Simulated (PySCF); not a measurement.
Input

```
{"job": {"kind": "nmr", "xc": "PBE0", "basis": "pcSseg-1"}, "charge": 0, "multiplicity": 1}
Si     3.621572     0.041882     0.132298
S      1.788842     1.030643    -0.410693
Si     0.253284    -0.378735     0.114294
Cl     0.550129    -1.128891     1.971225
C     -1.372878     0.548131     0.044766
C     -2.665502    -0.220080     0.086786
C     -2.244191     0.445671    -1.177209
H      4.627057     0.919054    -0.438469
H      3.612437    -1.285369    -0.470392
H      3.678970    -0.038605     1.584067
H      0.318603    -1.498350    -0.817632
H     -1.386570     1.511857     0.541338
H     -3.489634     0.201450     0.642367
H     -2.618818    -1.297494     0.139372
H     -2.773470     1.330503    -1.495967
H     -1.907429    -0.172722    -1.994700
```

Run with:

```sh
OMP_NUM_THREADS=1 python probes_run.py task.json out
```

Geometry: GFN2-xTB.

Theory: PBE0/pcSseg-1, SCF density, gas phase, non-relativistic in PySCF 2.14.0.

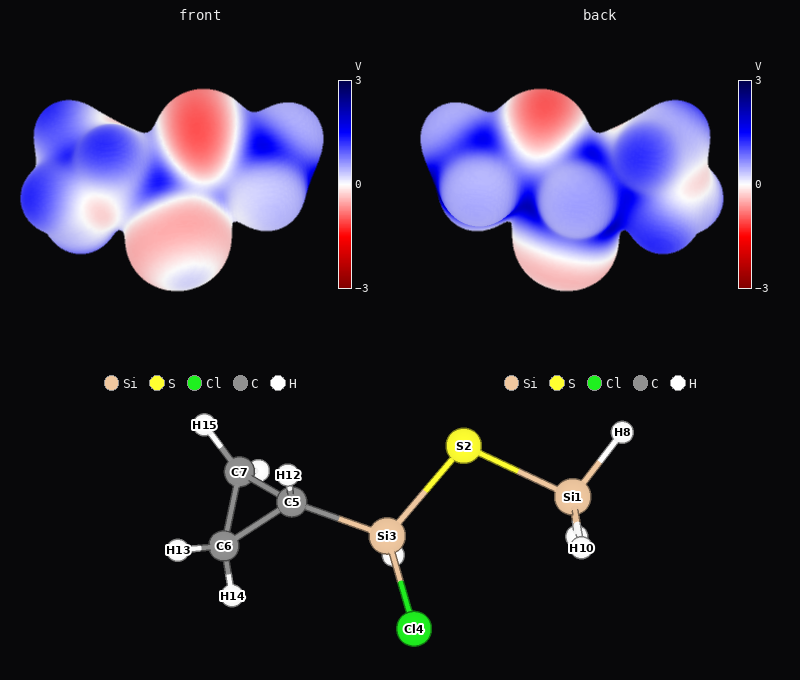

C3H9ClSSi2. The electrostatic potential painted on the density surface at 0.004 e/bohr³, seen from the front and from behind; the colour scale runs from red (negative) to blue (positive). The bare structure is drawn below in the same view.

Describe the electrostatic potential map.

Answer. The most negative region (about −1.0 V, or −23 kcal/mol for a unit charge) lies over S2, the most positive (about +2.3 V, or +53 kcal/mol for a unit charge) over Si1. Cl4 shows a σ-hole: about +0.2 V at the tip opposite its bond, against about −0.2 V on its flanks.

What dipole moment does the calculation give?

Answer. Its dipole moment is 1.01 D.
